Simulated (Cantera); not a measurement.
Charge: 1 mol B, 0.99 mol O2, held at 0.0170 bar.

Equilibrium computed with Cantera from the NASA thermochemical tables; the gas is ideal and each condensed phase is pure. Candidate condensed phases: B, B2O3; 10 gas species. The numbers say what is thermodynamically allowed, not how fast it happens.

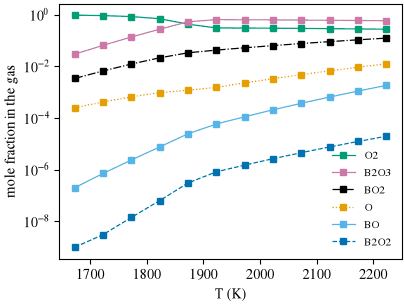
Equilibrium gas composition (values under 1e-9 drawn at 1e-9)

From 1673 K to 1873 K the condensed part is B2O3(l). From 1923 K to 2223 K nothing is condensed. The main B-bearing gas is B2O3 throughout.
